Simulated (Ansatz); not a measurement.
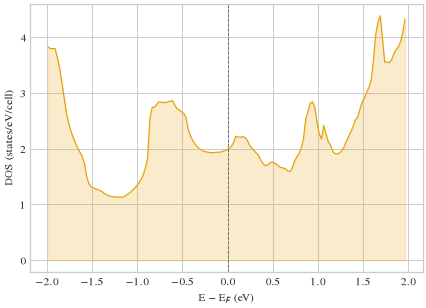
Density of states of ScGe (Cmcm) near the Fermi level, PBEsol, rigid bands (Ansatz, a first-principles code).

Question: With 4 atoms a cell, what bare Sommerfeld coefficient γ = (π²/3) k_B² N(E_F) follows?

Answer: N(E_F) ≈ 2.0 states/eV a cell at 300 K, so γ ≈ 1.18 mJ/(mol of atoms·K²), before many-body enhancement (phonons, spin fluctuations, correlation).

Question: How far does the Fermi level move in a rigid band for 0.1 electron a cell added or removed?

Answer: 49 meV and -50 meV.

A metal at this level (no band gap); rigid bands, thermally averaged at 300 K, both spins. Spin-orbit coupling is left out. Geometry: cell and atoms relaxed with PBEsol.
